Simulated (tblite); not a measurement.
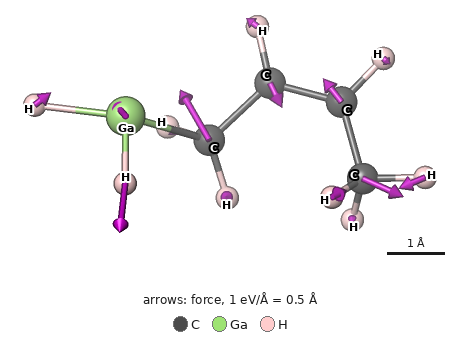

Starting geometry of C4H9Ga with the computed forces as purple arrows. Style: ball-and-stick. Shown at a tilt.

Method: GFN2-xTB geometry optimisation, gas phase in tblite 0.8.0. 

Is this structure relaxed? If not, where do the atoms go?

It isn't relaxed: the largest force vector, on an H atom, is 2.72 eV/Å. The final displacements have little in common with the starting forces (cosine between the two patterns −0.09). After 156 geometry steps the energy has fallen by 1.250 eV. The largest move after the best rigid fit is that of an H atom, 1.91 Å. Largest moves by element: H 1.91 Å, Ga 0.76 Å, C 0.67 Å. Among the contacts that change: Ga–H 1.436 → 1.581 Å, Ga–H 1.679 → 1.596 Å, C–H 1.129 → 1.093 Å, C–Ga 2.086 → 2.057 Å. Among the angles between lasting bonds that change: Ga–C–H 88.7° → 112.3°, C–Ga–H 101.7° → 120.5°, Ga–C–H 120.6° → 108.2°. Cost: 1.3 s on 1 thread of Arm Neoverse N1, with other jobs on the host.
